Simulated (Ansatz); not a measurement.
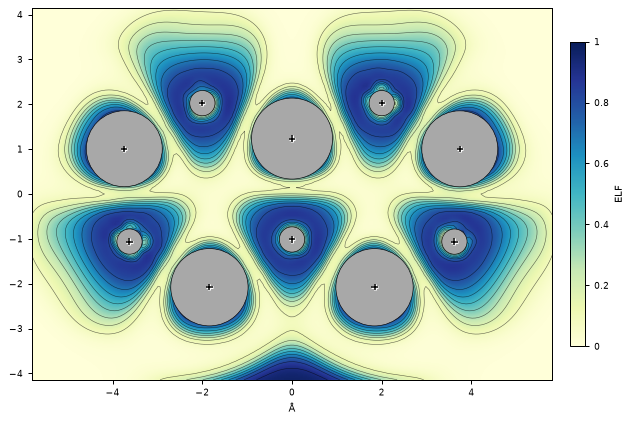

The ELF on a plane through atoms (crosses mark nuclei in the plane; grey discs cover the cores).

Theory: Ansatz, UKS PBE0-D4/def2-TZVPD.

Candidates:
A. Ca5O5 (charge −1, doublet)
B. Ag2F2 (charge −1, doublet)

> Which system is this?

Candidate A: Ca5O5 on the molecular plane, which holds Ca and O. Ca–O (2.02 Å): the ELF peaks at about 0.85 in the valence shell of O, 0.6 Å from its nucleus, and drops to about 0.15 between the two atoms: a largely ionic contact. Ca–O (2.07 Å): the ELF peaks at about 0.85 in the valence shell of O, 0.6 Å from its nucleus, and drops to about 0.15 between the two atoms; a largely ionic contact.
